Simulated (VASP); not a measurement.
Band structure of MgSe (rock salt). Method: PBE GGA with D3 dispersion (zero damping), VASP's PBE PAW potentials (set 64) (plane waves; VASP 6.6.1).

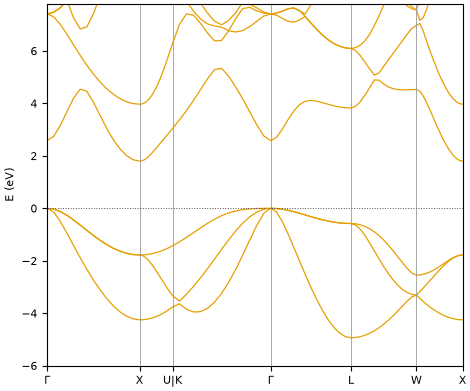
Bands along high-symmetry lines, zero at the valence-band maximum or, without a gap, the Fermi level

Question: Read the plot: is there a gap, and where are the band edges?

Answer: The gap is indirect, 1.80 eV, from the valence maximum at Γ to the conduction minimum at X. (Edges off the drawn lines would not show.)

The compound is MgSe in the rock salt structure. It was relaxed first.
